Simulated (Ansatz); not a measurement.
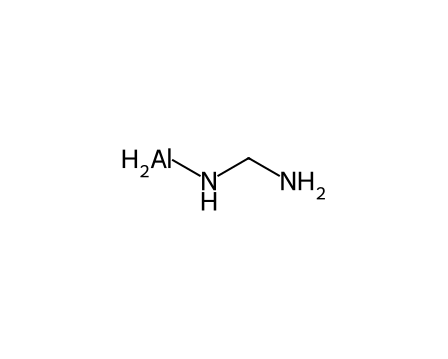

2D structure.

**Write the SMILES.**

NC[NH][AlH2]

**Give the formula, hydrogens included.**

CH7AlN2.

**An optimisation with PBE0-D4/def2-TZVP gave a structure of which point group?**

C1. Other conformers may differ.

The parts below concern this one geometry. Atoms keep their numbers from picture to picture. Computed geometry: PBE0-D4/def2-TZVP optimisation.

Shape

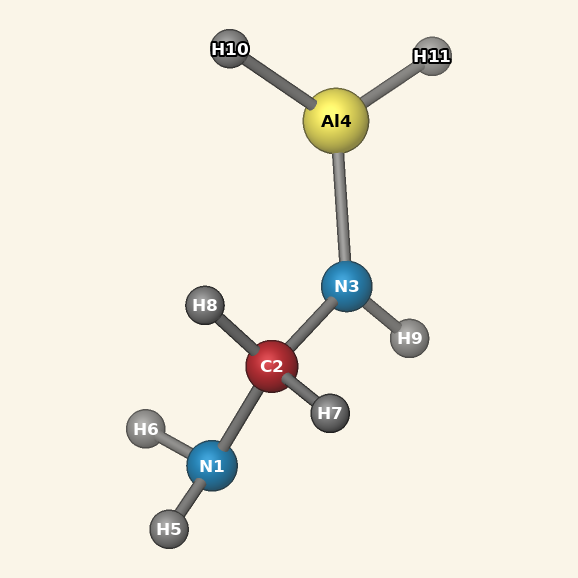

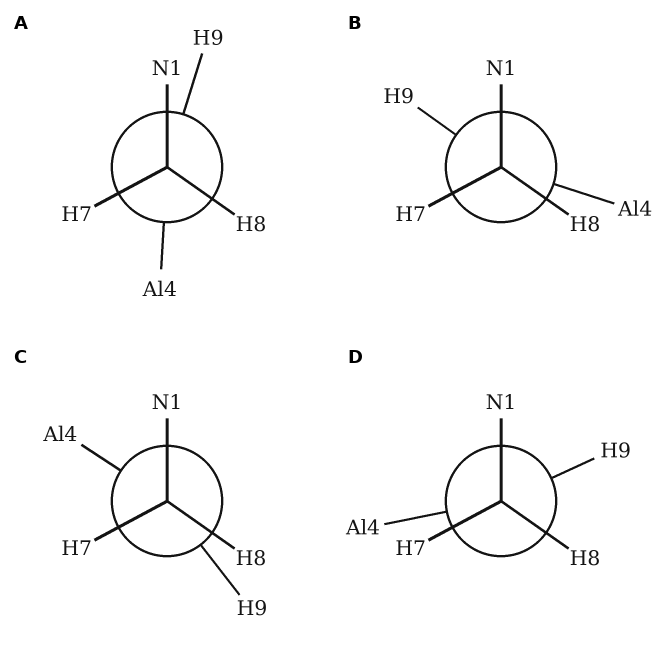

Distant atoms are faded towards the background colour. Bonds that would overlap in a projection are set slightly apart.

**Which Newman projection shows the view along C2–N3, with C2 in front?**

B. The torsion angle N1–C2–N3–Al4 is 123°, anticlinal.

Levels of theory compared

Program: Ansatz 0.2.0.

At this fixed geometry, give HOMO energy (eV), dipole (D) at these levels: B3LYP-D4/def2-TZVPP; PBE-D4/def2-TZVPP; r2SCAN-D4/def2-TZVPP; ωB97M-V/def2-TZVPP.

```tsv
level	HOMO energy (eV)	dipole (D)
B3LYP-D4/def2-TZVPP	−6.67	1.26
PBE-D4/def2-TZVPP	−5.51	1.35
r2SCAN-D4/def2-TZVPP	−5.78	1.32
ωB97M-V/def2-TZVPP	−9.24	1.23
```

Vibrations

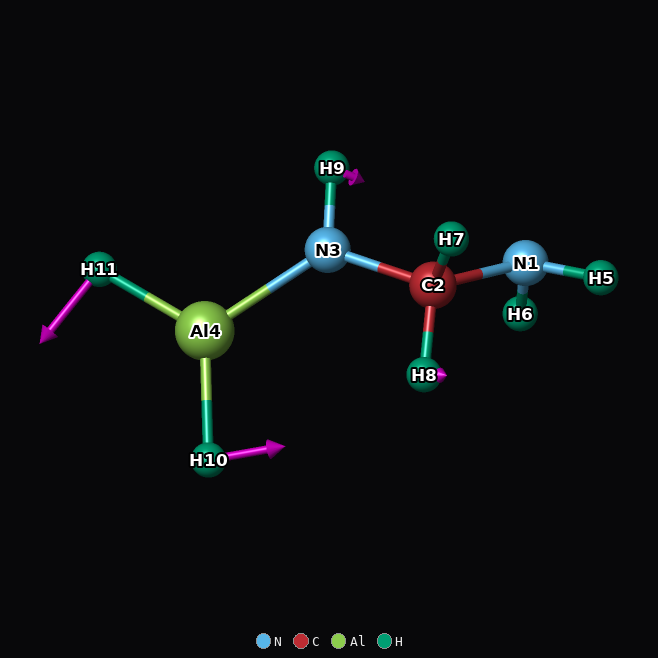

The arrows show one normal mode. Harmonic vibrations computed with RKS PBE0-D4/def2-TZVP (Ansatz 0.2.0) at a stationary point of the same level.

**Describe the motion.**

Mostly H–Al–N bending.

**At what wavenumber does it lie?**

530 cm⁻¹; it is mode 6 of 27 counted from the lowest.

Charges

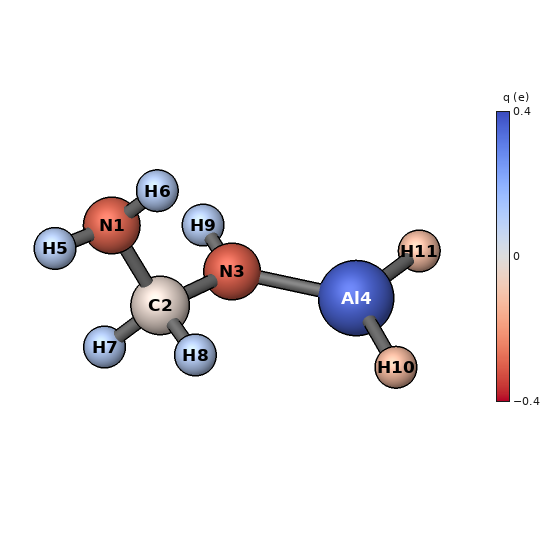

Atoms are coloured by their Mulliken charges. Properties computed with RKS ωB97M-V/def2-TZVPP (Ansatz 0.2.0).

Give the Mulliken charges atom by atom.

```
atom  value (e)
  N1      −0.29
  C2      −0.03
  N3      −0.30
 Al4       0.35
  H5       0.10
  H6       0.10
  H7       0.11
  H8       0.10
  H9       0.10
 H10      −0.12
 H11      −0.12
```

Mulliken values depend strongly on the basis set and can even reverse the polarity of a bond.
